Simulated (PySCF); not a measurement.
SMILES C[O][Ge]([CH3])([CH3])[CH3], singlet at its GFN2-xTB optimised geometry (Å):

```
18

C     -1.1155     1.3570    -1.0065
O     -1.3715     0.4118     0.0000
Ge    -0.7994    -1.2862     0.0000
C     -1.5150    -2.2005    -1.6268
C     -1.5952    -1.9262     1.6954
C      1.1990    -1.2862     0.0000
H     -1.5388     1.0508    -1.9671
H     -0.0439     1.5305    -1.1381
H     -1.5863     2.2926    -0.6983
H     -1.3162    -3.2659    -1.5821
H     -1.0518    -1.8053    -2.5269
H     -2.5887    -2.0526    -1.6983
H     -2.6784    -1.8878     1.6414
H     -1.2936    -2.9490     1.9000
H     -1.2728    -1.2969     2.5185
H      1.5863    -0.9077    -0.9426
H      1.5742    -0.6592     0.8039
H      1.5778    -2.2926     0.1427
```

Calculation: B3LYP/def2-SVP run with PySCF 2.14.0. Cells within 0.4 Å of a nucleus heavier than hydrogen are left out (blank, or x).

Map of the HOMO−1 amplitude (bohr^(-3/2)) on the plane z = 0.0 Å; orbital energy -7.37 eV, overall sign arbitrary:

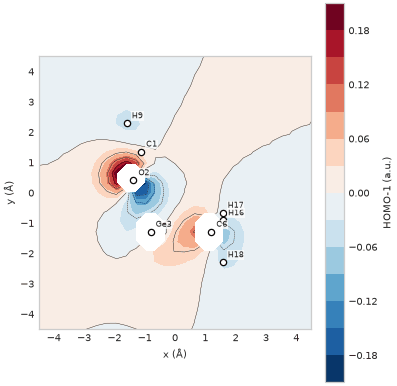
Fig. 1. HOMO−1 amplitude (bohr^(-3/2)) on the plane z = 0.0 Å.
